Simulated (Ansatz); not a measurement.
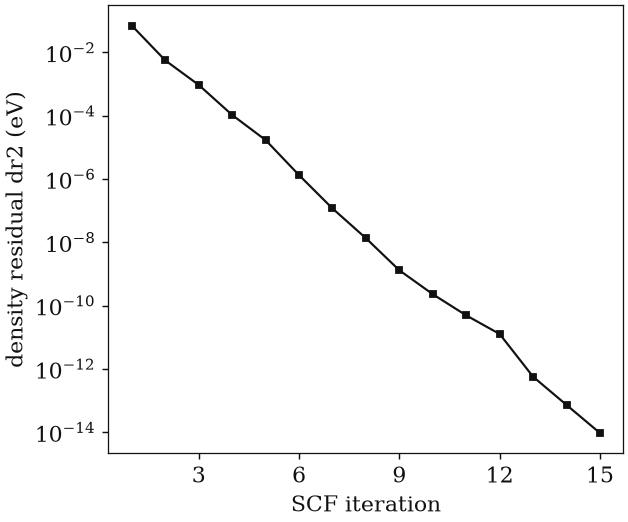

The plot shows the SCF iterations of a calculation: density residual dr2. The starting density is a sum of atomic densities corrected by a trained network.

Al5BAs6 (12 atoms in the cell), run with Ansatz.

```
crystal:
  lattice:
    - [3.9240974997, 0.0, 0.0]
    - [0.0, 3.9240974997, 0.0]
    - [0.0, 0.0, 17.0044094229]
  atoms:
    - { symbol: Al, position: [0.0, 0.0, 0.6536995576] }
    - { symbol: Al, position: [0.5, 0.5, 0.8267394372] }
    - { symbol: Al, position: [0.0, 0.0, 0.0] }
    - { symbol: Al, position: [0.5, 0.5, 0.1732605628] }
    - { symbol: Al, position: [0.0, 0.0, 0.3463004424] }
    - { symbol: B, position: [0.5, 0.5, 0.5] }
    - { symbol: As, position: [0.5, 0.0, 0.7401302166] }
    - { symbol: As, position: [0.0, 0.5, 0.9133669246] }
    - { symbol: As, position: [0.5, 0.0, 0.0866330754] }
    - { symbol: As, position: [0.0, 0.5, 0.2598697834] }
    - { symbol: As, position: [0.5, 0.0, 0.4338934766] }
    - { symbol: As, position: [0.0, 0.5, 0.5661065234] }
basis:
  ecutwfc: 420
kpoints:
  mp_grid: { grid: [8, 8, 2] }
hamiltonian:
  xc: pbe
scf:
  occupations: { method: gaussian, width: 0.02 }
  convergence: { dr2_threshold: 1.0e-14 }
  max_iter: 60
output:
  forces: true
  eigenvalues: true
  stress: true
```

Run as:
```bash
ansatz run input.yaml --threads 1 --pin off --max-ram 2560MiB --backend cpu --events-out ev --progress --plain --runs-dir out
```

**How did this run end?**

It converged, after 15 iterations. The residual falls at every step.

**What is the residual at the start and at the end?**

It starts near 0.07 and ends near 9 × 10⁻¹⁵ eV.

**Is anything amiss with this input?**

The input holds an odd setting (a threshold meant to be out of reach), but it does no harm here: the energy lies within 1 meV per atom of a run with usual settings.
